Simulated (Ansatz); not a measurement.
# SnO: how the settings move a single-point run

Aim: see which settings change the result for SnO, by how much, and at what cost. The cell is built on a prototype (NiAs type) and needn't be the phase found in nature.

Computed with Ansatz 0.2.0 (reference: DFT, HSE06, plane waves, PAW, unless a step's input says otherwise).

### Step 1. The structure to begin with

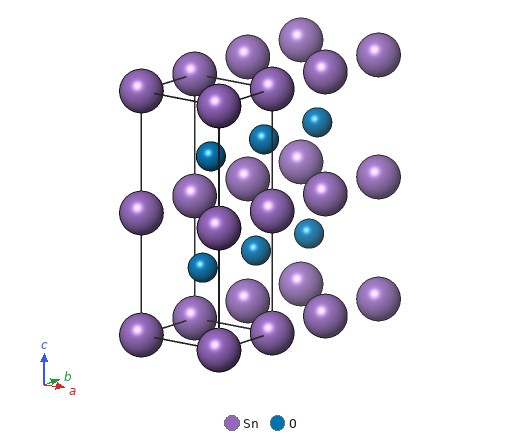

Start, viewed slightly off an axis; tin purple, oxygen blue. 1×3×1 cells are drawn. Atoms on the faces are drawn again on the opposite ones.

As a file:

```
CELL_PARAMETERS angstrom
3.42327 0.00000 0.00000
-1.71164 2.96464 0.00000
0.00000 0.00000 6.41796
ATOMIC_POSITIONS crystal
Sn 0.00000 0.00000 0.00000
Sn 0.00000 0.00000 0.50000
O 0.33333 0.66667 0.25000
O 0.66667 0.33333 0.75000
```

### Step 2. Baseline

File input.yaml:

```yaml
crystal:
  lattice:
    - [3.4232701772, 0.0, 0.0]
    - [-1.7116350886, 2.9646389374, 0.0]
    - [0.0, 0.0, 6.417955429]
  atoms:
    - { symbol: Sn, position: [0.0, 0.0, 0.0] }
    - { symbol: Sn, position: [0.0, 0.0, 0.5] }
    - { symbol: O, position: [0.3333333333, 0.6666666667, 0.25] }
    - { symbol: O, position: [0.6666666667, 0.3333333333, 0.75] }
kpoints:
  mp_grid: { grid: [6, 6, 2] }
hamiltonian:
  xc: hse06
scf:
  occupations: { method: fermi_dirac, width: 0.02 }
  n_extra_bands: 5
output:
  forces: true
  stress: true
  eigenvalues: true
```

The run is started by

```sh
> ansatz run input.yaml --threads 4 --pin off --max-ram 3686MiB --backend cpu --events-out ev --progress --plain --runs-dir out
```

What it wrote, shortened:

```text
Warning: output.stress: scf.convergence.dr2_threshold = 1e-7 eV (the SCF's general default) is looser than the 4e-10 eV advised for a printed stress (1e-10 eV for each atom of the cell: 4). What an SCF threshold leaves in a stress goes as its square root, and in the free energy as the [...]
Warning: output.stress: scf.exx.energy_threshold = 1e-6 eV is looser than the 4e-8 eV advised for a stress under a hybrid functional (1e-8 eV for each atom of the cell: 4). Every SCF of the exchange loop can meet its threshold on dr2 while the loop round them stops early: no threshold on [...]
Warning: RAYON_NUM_THREADS=4 ignored (pool sized by the plan → 4); use --threads N
scf.n_extra_bands = 5 over 20 filled bands (N_el = 40.0): the run solves 25 bands
[...]
Pseudopotentials: kind: paw
Pseudopotential: Sn, paw, valence charge 14, recommended cutoff 420 eV (normal), Sn.paw.azcp
Pseudopotential: O, paw, valence charge 6, recommended cutoff 420 eV (normal), O.paw.azcp
Functional definition: HSE06
[...]
Crystal: 4 atoms, lattice volume = 65.134 Å³
Basis set: ecut = 420 eV, 1305 PW (Γ), exchange–correlation on 48×48×90 points (8 copies of the dense FFT grid, shifted against one another)
Bands: 25, of which v1, the nominal top of the filled ones, is band 20 counted from 1 (19 counted from 0)
Symmetry: 24 space group operations
Space group: P63/mmc (ITA 194), of the structure as read, at distance tolerance 4.0e-5 Å
k-points: 14 of 72
[...]
SCF iter   1: F=—  HF=-13181.317784 eV  |F-HF|=—  |Δ(HF+E_count)|=         —  Δρ=3.55e-3  dr2=6.76e-3  ethr=1.77e-3  ⟨swp⟩=5.7  Hψ=1428  notcnv=0
[...]
Frozen-core exchange: fock
[...]
SCF 2 stopped early in 6 iterations: F = -13188.095576 eV  dr2 = 1.96e-6
hybrid outer 1: dexx = +1.490e-2 eV, tail = 1.10e-4 eV
[...]
Frozen-core exchange: fock
[...]
SCF iter   5: F=-13188.094977 eV  HF=-13188.094977 eV  |F-HF|=5.31e-10  |Δ(HF+E_count)|=   5.00e-9  Δρ=1.34e-6  dr2=7.59e-10  ethr=3.72e-11  ⟨swp⟩=3.9  Hψ=797  notcnv=0  defer=2
[...]
hybrid outer 2: dexx = +1.302e-6 eV, tail = 2.90e-8 eV, Δε = 2.57e-3 eV (about 7.48e-5 eV left of the loop's levels)
hybrid SCF converged: 2 outer / 11 inner (+7 warm-up), last move |dexx| = 1.30e-6 eV, tail = 2.90e-8 eV
Stability not checked: this state was not tested for a lower state beside it, because the functional holds exact exchange (a hybrid, or Hartree-Fock), whose exchange loop this test does not read (fock_operator; see scf.lower_state_search)
Free energy (F): -13188.094976 eV
Frozen-core exchange: fock
[...]
E sigma→0 (E₀):  -13188.094225 eV
Entropy (-TS):   -0.001502 eV (-0.375 meV/atom)
Fermi energy:    10.806152 eV
[...]
--- Forces (eV/Å), atoms counted from 1 ---
  atom   1  Sn     0.00000000    -0.00000000     0.00000000
  atom   2  Sn    -0.00000000    -0.00000000     0.00000000
  atom   3  O      0.00000000    -0.00000000     0.00000000
  atom   4  O      0.00000000     0.00000000     0.00000000
[...]
--- Stress (GPa, compression-positive) ---
       -1.358435       0.000000       0.000000
        0.000000      -1.358435       0.000000
        0.000000       0.000000       0.558631
  P = ⅓ Tr σ = -0.7194 GPa (-7.194 kbar)
--- Band table (eV; the first three rows and the last of 14) ---
  k-point 0: bands = ["-13.3895", "-13.2550", "-13.2550", "-13.2380", "-13.2380", "-13.2050", "-13.2050", "-13.1750", "-13.1289", "-13.1289", "-10.3416", "-9.8134", "0.2934", "2.8431", "5.9886", "6.8910", "6.8910", "7.1385", "7.1385", "10.4478", "11.3271", "17.6808", "17.6808", "18.8242", [...]
[...]
```

It took 22 s on 4 threads of Arm Neoverse N1, shared host; peak memory 1.1 GiB.

### Step 3. Variant: xc wpbeh

Edit input.yaml of step 2 so:

```diff
@@ -13,3 +13,3 @@
 hamiltonian:
-  xc: hse06
+  xc: wpbeh
 scf:
```

The run is started by

```sh
> ansatz run input.yaml --threads 4 --pin off --max-ram 3686MiB --backend cpu --events-out ev --progress --plain --runs-dir out
```

What it wrote, shortened:

```text
Warning: output.stress: scf.convergence.dr2_threshold = 1e-7 eV (the SCF's general default) is looser than the 4e-10 eV advised for a printed stress (1e-10 eV for each atom of the cell: 4). What an SCF threshold leaves in a stress goes as its square root, and in the free energy as the [...]
Warning: output.stress: scf.exx.energy_threshold = 1e-6 eV is looser than the 4e-8 eV advised for a stress under a hybrid functional (1e-8 eV for each atom of the cell: 4). Every SCF of the exchange loop can meet its threshold on dr2 while the loop round them stops early: no threshold on [...]
Warning: RAYON_NUM_THREADS=4 ignored (pool sized by the plan → 4); use --threads N
scf.n_extra_bands = 5 over 20 filled bands (N_el = 40.0): the run solves 25 bands
[...]
Pseudopotentials: kind: paw
Pseudopotential: Sn, paw, valence charge 14, recommended cutoff 420 eV (normal), Sn.paw.azcp
Pseudopotential: O, paw, valence charge 6, recommended cutoff 420 eV (normal), O.paw.azcp
Functional definition: wPBEh
[...]
Crystal: 4 atoms, lattice volume = 65.134 Å³
Basis set: ecut = 420 eV, 1305 PW (Γ), exchange–correlation on 48×48×90 points (8 copies of the dense FFT grid, shifted against one another)
[...]
SCF iter   5: F=-13182.585919 eV  HF=-13182.585919 eV  |F-HF|=5.86e-10  |Δ(HF+E_count)|=   2.10e-9  Δρ=1.33e-6  dr2=7.95e-10  ethr=2.95e-11  ⟨swp⟩=4.1  Hψ=841  notcnv=0  defer=3
[...]
hybrid outer 2: dexx = +1.296e-6 eV, tail = 2.95e-8 eV, Δε = 2.72e-3 eV (about 8.29e-5 eV left of the loop's levels)
hybrid SCF converged: 2 outer / 11 inner (+6 warm-up), last move |dexx| = 1.30e-6 eV, tail = 2.95e-8 eV
Stability not checked: this state was not tested for a lower state beside it, because the functional holds exact exchange (a hybrid, or Hartree-Fock), whose exchange loop this test does not read (fock_operator; see scf.lower_state_search)
Free energy (F): -13182.585919 eV
Frozen-core exchange: fock
[...]
E sigma→0 (E₀):  -13182.585168 eV
Entropy (-TS):   -0.001502 eV (-0.375 meV/atom)
Fermi energy:    10.805598 eV
[...]
--- Forces (eV/Å), atoms counted from 1 ---
  atom   1  Sn     0.00000000     0.00000000     0.00000000
  atom   2  Sn     0.00000000    -0.00000000    -0.00000000
  atom   3  O     -0.00000000    -0.00000000     0.00000000
  atom   4  O     -0.00000000     0.00000000     0.00000000
[...]
--- Stress (GPa, compression-positive) ---
       -0.375725       0.000000       0.000000
        0.000000      -0.375725       0.000000
        0.000000       0.000000       1.294616
  P = ⅓ Tr σ = 0.1811 GPa (1.811 kbar)
--- Band table (eV; the first three rows and the last of 14) ---
[... band rows left out ...]
[...]
```

Wall time 22 s (4 threads of Arm Neoverse N1, shared host); peak memory 1.1 GiB.

After a change of functional the difference of the totals has no physical meaning; the pressure goes from -0.7 to 0.2 GPa. At this fixed cell a higher pressure means that this functional prefers a larger volume than the reference.

### Step 4. Changing settings: singularity none

Edit input.yaml of step 2 so:

```diff
@@ -17,2 +17,3 @@
   n_extra_bands: 5
+  exx: { singularity: none }
 output:
```

The run is started by

```sh
> ansatz run input.yaml --threads 4 --pin off --max-ram 3686MiB --backend cpu --events-out ev --progress --plain --runs-dir out
```

What it wrote, shortened:

```text
Warning: output.stress: scf.convergence.dr2_threshold = 1e-7 eV (the SCF's general default) is looser than the 4e-10 eV advised for a printed stress (1e-10 eV for each atom of the cell: 4). What an SCF threshold leaves in a stress goes as its square root, and in the free energy as the [...]
Warning: output.stress: scf.exx.energy_threshold = 1e-6 eV is looser than the 4e-8 eV advised for a stress under a hybrid functional (1e-8 eV for each atom of the cell: 4). Every SCF of the exchange loop can meet its threshold on dr2 while the loop round them stops early: no threshold on [...]
Warning: RAYON_NUM_THREADS=4 ignored (pool sized by the plan → 4); use --threads N
scf.n_extra_bands = 5 over 20 filled bands (N_el = 40.0): the run solves 25 bands
[...]
Pseudopotentials: kind: paw
Pseudopotential: Sn, paw, valence charge 14, recommended cutoff 420 eV (normal), Sn.paw.azcp
Pseudopotential: O, paw, valence charge 6, recommended cutoff 420 eV (normal), O.paw.azcp
Functional definition: HSE06
[...]
Crystal: 4 atoms, lattice volume = 65.134 Å³
Basis set: ecut = 420 eV, 1305 PW (Γ), exchange–correlation on 48×48×90 points (8 copies of the dense FFT grid, shifted against one another)
[...]
SCF iter   5: F=-13188.096554 eV  HF=-13188.096554 eV  |F-HF|=5.35e-10  |Δ(HF+E_count)|=   3.14e-9  Δρ=1.27e-6  dr2=7.64e-10  ethr=3.66e-11  ⟨swp⟩=3.9  Hψ=806  notcnv=0
[...]
hybrid outer 2: dexx = +1.313e-6 eV, tail = 2.90e-8 eV, Δε = 2.58e-3 eV (about 7.45e-5 eV left of the loop's levels)
hybrid SCF converged: 2 outer / 11 inner (+7 warm-up), last move |dexx| = 1.31e-6 eV, tail = 2.90e-8 eV
Stability not checked: this state was not tested for a lower state beside it, because the functional holds exact exchange (a hybrid, or Hartree-Fock), whose exchange loop this test does not read (fock_operator; see scf.lower_state_search)
Free energy (F): -13188.096554 eV
Frozen-core exchange: fock
[...]
E sigma→0 (E₀):  -13188.095803 eV
Entropy (-TS):   -0.001502 eV (-0.375 meV/atom)
Fermi energy:    10.805890 eV
[...]
--- Forces (eV/Å), atoms counted from 1 ---
  atom   1  Sn    -0.00000000     0.00000000     0.00000000
  atom   2  Sn     0.00000000     0.00000000    -0.00000000
  atom   3  O     -0.00000000    -0.00000000     0.00000000
  atom   4  O      0.00000000     0.00000000     0.00000000
[...]
--- Stress (GPa, compression-positive) ---
       -1.360063       0.000000       0.000000
        0.000000      -1.360063       0.000000
        0.000000       0.000000       0.459142
  P = ⅓ Tr σ = -0.7537 GPa (-7.537 kbar)
--- Band table (eV; the first three rows and the last of 14) ---
[... band rows left out ...]
[...]
```

Wall time 22 s (4 threads of Arm Neoverse N1, shared host); peak memory 1.1 GiB.

The run with the changed singularity converges; its total energy is not set against the reference here.

### Step 5. Variant: ecutwfc 900

Edit input.yaml of step 2 so:

```diff
@@ -21 +21,3 @@
   eigenvalues: true
+basis:
+  ecutwfc: 900
```

The run is started by

```sh
> ansatz run input.yaml --threads 4 --pin off --max-ram 3686MiB --backend cpu --events-out ev --progress --plain --runs-dir out
```

What it wrote, shortened:

```text
Warning: output.stress: scf.convergence.dr2_threshold = 1e-7 eV (the SCF's general default) is looser than the 4e-10 eV advised for a printed stress (1e-10 eV for each atom of the cell: 4). What an SCF threshold leaves in a stress goes as its square root, and in the free energy as the [...]
Warning: output.stress: scf.exx.energy_threshold = 1e-6 eV is looser than the 4e-8 eV advised for a stress under a hybrid functional (1e-8 eV for each atom of the cell: 4). Every SCF of the exchange loop can meet its threshold on dr2 while the loop round them stops early: no threshold on [...]
Warning: RAYON_NUM_THREADS=4 ignored (pool sized by the plan → 4); use --threads N
scf.n_extra_bands = 5 over 20 filled bands (N_el = 40.0): the run solves 25 bands
[...]
Pseudopotentials: kind: paw
Pseudopotential: Sn, paw, valence charge 14, recommended cutoff 420 eV (normal), Sn.paw.azcp
Pseudopotential: O, paw, valence charge 6, recommended cutoff 420 eV (normal), O.paw.azcp
Functional definition: HSE06
[...]
Crystal: 4 atoms, lattice volume = 65.134 Å³
Basis set: ecut = 900 eV, 4021 PW (Γ), exchange–correlation on 72×72×128 points (8 copies of the dense FFT grid, shifted against one another)
[...]
SCF iter   6: F=-13188.108746 eV  HF=-13188.108746 eV  |F-HF|=2.00e-10  |Δ(HF+E_count)|=   4.98e-9  Δρ=7.74e-7  dr2=2.57e-10  ethr=3.52e-11  ⟨swp⟩=3.6  Hψ=708  notcnv=0  defer=1
[...]
hybrid outer 2: dexx = +1.154e-6 eV, tail = 2.15e-8 eV, Δε = 2.45e-3 eV (about 6.00e-5 eV left of the loop's levels)
hybrid SCF converged: 2 outer / 12 inner (+6 warm-up), last move |dexx| = 1.15e-6 eV, tail = 2.15e-8 eV
Stability not checked: this state was not tested for a lower state beside it, because the functional holds exact exchange (a hybrid, or Hartree-Fock), whose exchange loop this test does not read (fock_operator; see scf.lower_state_search)
Free energy (F): -13188.108745 eV
Frozen-core exchange: fock
[...]
E sigma→0 (E₀):  -13188.107994 eV
Entropy (-TS):   -0.001502 eV (-0.375 meV/atom)
Fermi energy:    10.806396 eV
[...]
--- Forces (eV/Å), atoms counted from 1 ---
  atom   1  Sn     0.00000000    -0.00000000     0.00000000
  atom   2  Sn     0.00000000    -0.00000000     0.00000000
  atom   3  O      0.00000000    -0.00000000     0.00000000
  atom   4  O      0.00000000     0.00000000     0.00000000
[...]
--- Stress (GPa, compression-positive) ---
       -1.356090      -0.000000       0.000000
       -0.000000      -1.356090       0.000000
        0.000000       0.000000       0.552707
  P = ⅓ Tr σ = -0.7198 GPa (-7.198 kbar)
--- Band table (eV; the first three rows and the last of 14) ---
[... band rows left out ...]
[...]
```

Wall time 77 s (4 threads of Arm Neoverse N1, shared host); peak memory 2.6 GiB.

Changing the cutoff moves the energy by -3.4 meV/atom. More plane waves (900 against 420 eV) lower the energy, so the reference carries about that much basis error. Cost: 77 s against 22 s.

### Step 6. All runs together

```
                run     ending   energy change  pressure (GPa)  gap (eV)  force (eV/Å)  cycles  time
          reference  converged               0            -0.7      0.00          0.00      18  22 s
        1: xc wpbeh  converged  not comparable             0.2      0.00          0.00      17  22 s
2: singularity none  converged               -            -0.8      0.00          0.00      18  22 s
     3: ecutwfc 900  converged   -3.4 meV/atom            -0.7      0.00          0.00      18  77 s
```

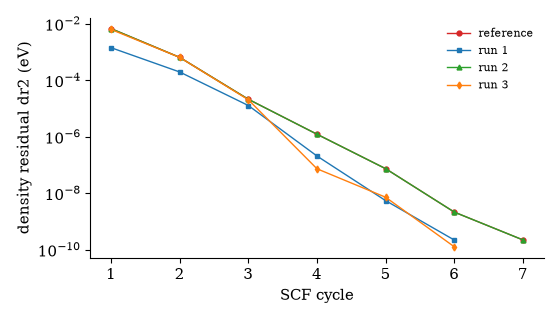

Residual by cycle in the longest SCF loop of each run; runs are numbered as in the table.

**Reading.** «ecutwfc 900» moves the energy by -3.4 meV/atom. Of the variants the dearest is «ecutwfc 900» (77 s), the cheapest «xc wpbeh» (22 s), on a shared host.
